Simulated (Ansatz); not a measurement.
**C₂H₇Al: density, localisation and related maps**

The calculation's input:

```
crystal:
  periodic: [false, false, false]
  atoms:
    - {symbol: C, position_ang: [-1.075580, 0.370906, -2.348511]}
    - {symbol: C, position_ang: [1.843291, 1.020039, -0.574246]}
    - {symbol: Al, position_ang: [0.851626, 0.124476, -2.022016]}
    - {symbol: H, position_ang: [-1.556551, 1.068769, -1.653592]}
    - {symbol: H, position_ang: [-1.255800, 0.740181, -3.368007]}
    - {symbol: H, position_ang: [-1.609288, -0.587556, -2.277744]}
    - {symbol: H, position_ang: [1.659387, -0.859556, -2.990889]}
    - {symbol: H, position_ang: [2.642659, 1.654089, -0.983749]}
    - {symbol: H, position_ang: [1.217157, 1.651759, 0.066185]}
    - {symbol: H, position_ang: [2.344290, 0.284857, 0.071130]}
basis:
  gaussian:
    orbitals: def2-TZVPD
hamiltonian:
  xc: pbe0
output:
  forces: true
  orbitals: {seedname: orbitals}
```

Launched as:

```sh
ansatz run input.yaml --threads 1 --pin off --max-ram 2610MiB --events-out events.jsonl --progress --plain --runs-dir runs
```

Geometry: B3LYP/6-31G*.

Theory: Ansatz 0.2.0, isolated molecule in a Gaussian basis; Kohn-Sham density functional theory, functional PBE0.

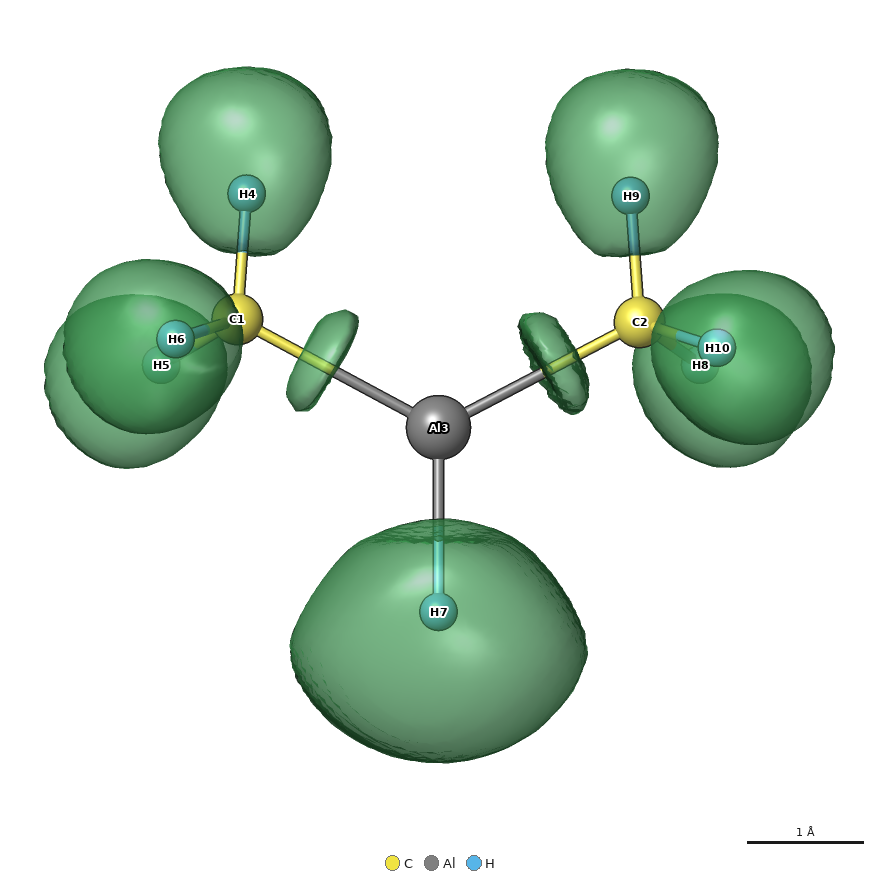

Figure 1. Isosurface of the ELF at 0.9 (green), seen across its widest extent. Core shells and regions of very low density are left out.

### Identify the bonds, lone pairs and shells in this picture.

The ELF exceeds this value in two regions between bonded Al–C atoms (shared pairs) and seven regions around hydrogen nuclei. Profiles from the grid: C–Al (1.97 Å): the ELF peaks at about 0.95 between the atoms; a polar covalent bond. C–H (1.10 Å): the ELF climbs to about 1 towards the hydrogen, as it does in any bond to H; an ordinary covalent bond to hydrogen.

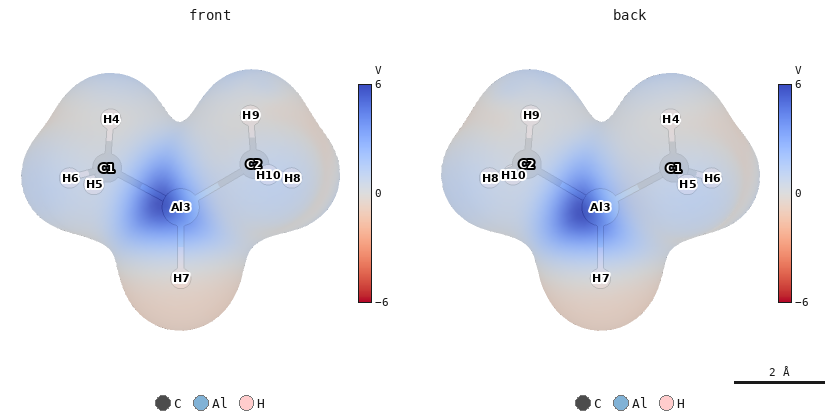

Figure 2. The molecular electrostatic potential painted on the density surface at 0.004 e/bohr³, seen from the front and from behind; the colour scale runs from red (negative) to blue (positive).

### Which sites attract a positive test charge, and which a negative one?

A positive charge is drawn to the negative regions and a negative charge to the positive ones. The most negative region (about −0.7 V) lies over H7, the most positive (about +5.7 V) over Al3.

### How polar is the molecule by this calculation?

Its dipole moment is 0.67 D.

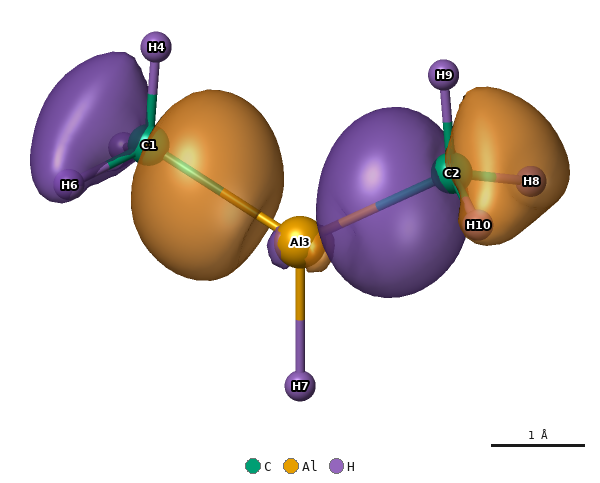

Figure 3. One frontier orbital at ±0.15 Å⁻³ᐟ² (orange and purple are the two phases), seen at an oblique angle.

### Which orbital is it: HOMO or LUMO?

The HOMO, at −7.78 eV. By Hirshfeld shares it lies mainly on C1 (about 30 %), C2 (about 30 %) and Al3 (about 20 %).

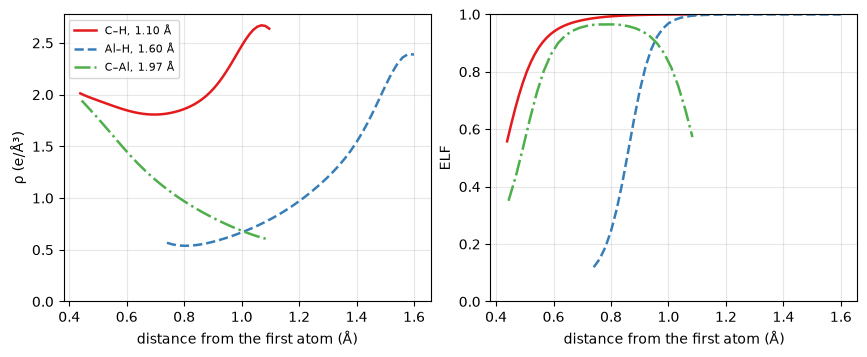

Figure 4. Total electron density and electron localisation function along straight lines between neighbouring atoms. The curves leave out the atomic cores.

### Compare the contacts.

C–H (1.10 Å): ρ at the midpoint is about 1.9 e/Å³; the ELF climbs to about 1 towards the hydrogen; a covalent bond by its length.
Al–H (1.60 Å): ρ at the midpoint is about 0.54 e/Å³; the ELF climbs to about 1 towards the hydrogen.
C–Al (1.97 Å): ρ is about 0.7 e/Å³ halfway; the ELF peaks at about 0.95 between the atoms, as expected for a polar covalent bond.
